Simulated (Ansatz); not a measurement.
AlPH$_{3}$F$_{3}$: single-point calculation

The run: single-point calculation of AlPH$_{3}$F$_{3}$, SMILES [F][Al-]([F])([F])[PH3+]. Method and program: RKS PBE0-D4/def2-TZVPP (Ansatz 0.2.0).

The geometry comes from this level: PBE0-D4/def2-TZVP.

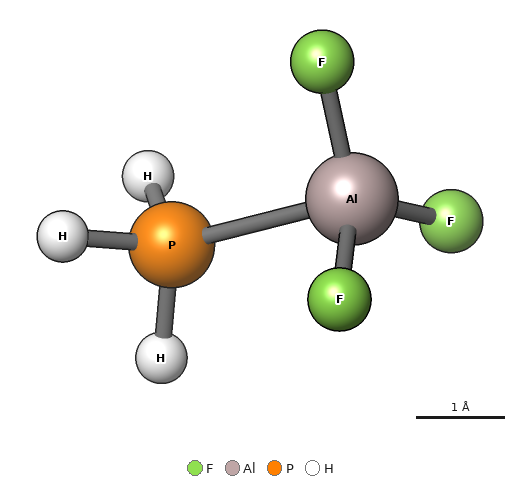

Figure 1. The structure as given in the input (ball-and-stick view, seen at a tilt). Sticks mark near contacts.

The input:
```yaml
crystal:
  periodic: [false, false, false]
  atoms:
    - {symbol: F, position_ang: [-0.395514, -2.177164, 0.721043]}
    - {symbol: Al, position_ang: [0.738936, -1.194770, 0.031547]}
    - {symbol: F, position_ang: [1.998456, -0.701531, 0.979106]}
    - {symbol: F, position_ang: [1.026586, -1.378725, -1.584324]}
    - {symbol: P, position_ang: [-0.562193, 0.929307, -0.037106]}
    - {symbol: H, position_ang: [-1.021969, 1.456985, 1.183122]}
    - {symbol: H, position_ang: [-1.759536, 0.941634, -0.775352]}
    - {symbol: H, position_ang: [0.067433, 2.067065, -0.573634]}
basis:
  gaussian: {orbitals: def2-TZVPP}
hamiltonian: {xc: pbe0, dispersion: d4}
output: {orbitals: {seedname: orbitals}}
```

Command:
```bash
ansatz run in.yaml --threads 4 --pin off --events-out ev --progress --plain --max-ram 10444MiB
```

Log:
```
Functional definition: PBE0
  name "PBE0"
  cite "Adamo & Barone, J. Chem. Phys. 110, 6158 (1999) doi:10.1063/1.478522"
  cite "Perdew, Burke & Ernzerhof, Phys. Rev. Lett. 77, 3865 (1996) doi:10.1103/PhysRevLett.77.3865"
  parent pbe
  parameter a = 0.25
  parameter kappa = 0.804
  parameter beta = 0.06672455060314922
  exchange = (1 - a)*pbe_x(kappa = kappa, mu = beta*pi^2/3) + a*exact_x
  correlation = pbe_c(beta = beta)
1245 factors; their error is unknown
mean field evaluation 1: about -24075.9740 eV, gradient 6.3e1 eV
mean field evaluation 2: about -24066.7294 eV, gradient 1.0e2 eV
mean field evaluation 4: about -24081.5712 eV, gradient 1.4e0 eV
mean field evaluation 8: about -24081.6168 eV, gradient 2.4e-1 eV
mean field evaluation 16: about -24081.6169 eV, gradient 1.3e-5 eV
mean field -24081.61690439 eV, -884.9830981302 hartree, gradient 1.3e-5 eV, S^2 0.000000; 0 other end points of the search recorded, 0 dependent functions left out
reference -24081.61693889 eV, -884.9830993979 hartree; 29, 29 occupied and 190, 190 virtual orbitals, 1245 factors
Total energy: -24081.74843550 eV, -884.9879318094 hartree
```

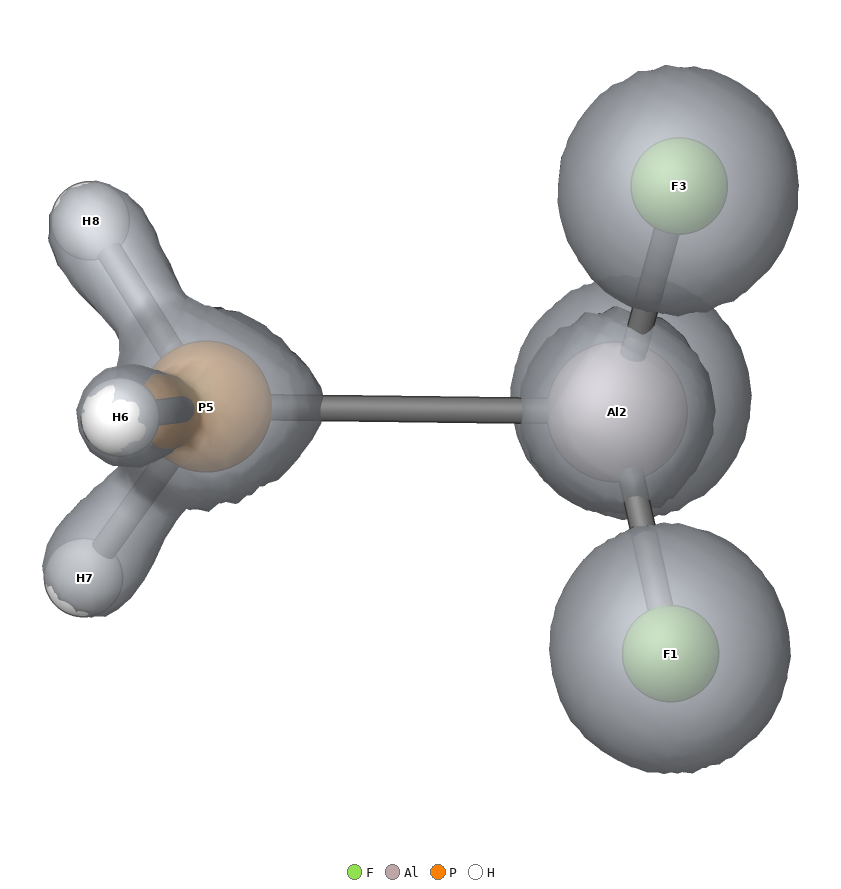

Figure 2. Isosurface of the total electron density at 1 e/Å³ (grey), seen face on. At this value the surface falls into five separate pieces. It is pinched off along the Al–F (1.65 Å) and Al–P (2.49 Å) contacts. On the grid the lowest density along these lines, outside the cores, is 0.78 e/Å³ (Al–F, 1.65 Å), 0.27 e/Å³ (Al–P, 2.49 Å) and 1.2 e/Å³ (P–H, 1.41 Å).

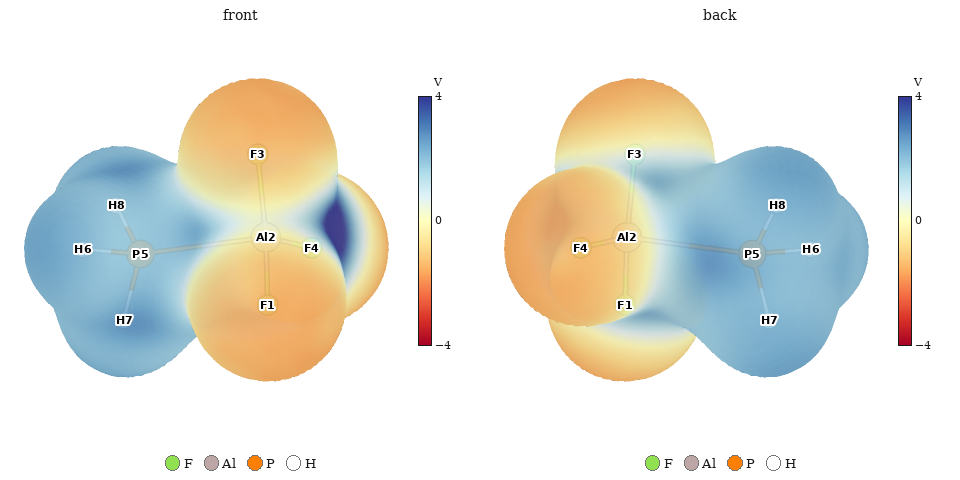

Figure 3. The molecular electrostatic potential painted on the density surface at 0.004 e/bohr³, seen at a tilt and from behind; red is negative and blue positive. A positive charge is drawn to the negative regions and a negative charge to the positive ones.

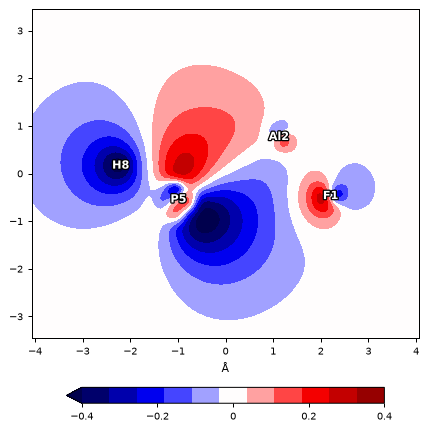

Figure 4. The LUMO on the plane of atoms Al2, P5 and H8 (values in Å⁻³ᐟ²; the overall sign is arbitrary). It lies mainly on P5 (50 %), H7 (15 %), H8 (15 %) and Al2 (10 %). Its energy is −0.72 eV.

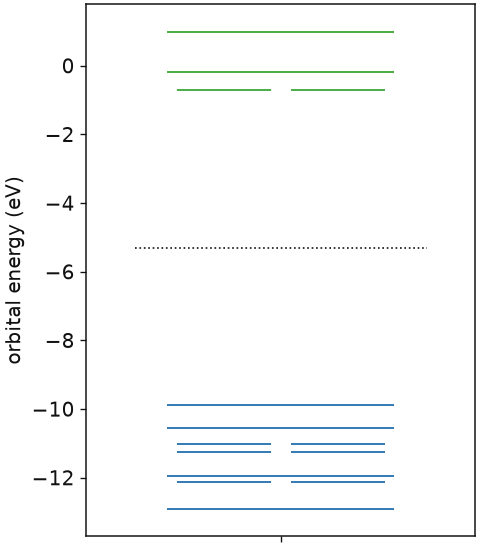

Figure 5. Orbital energies near the frontier; the dotted line parts filled from empty levels, and levels within 0.02 eV of each other stand side by side. Highest filled −9.88 eV, lowest empty −0.72 eV, 9.16 eV apart.

Summary:

- outcome: converged
- total energy: −24081.7484 eV
- mean-field energy: −24081.6169 eV
- dispersion energy: −0.1315 eV
- SCF solution under orbital rotations: stable
- HOMO: −9.88 eV
- LUMO: −0.72 eV
- hardware: 4 threads of Arm Neoverse V2, 23 GiB of memory available, shared host
- wall time: 2 s (CPU time 7.4 s)
- peak memory: 0.5 GiB
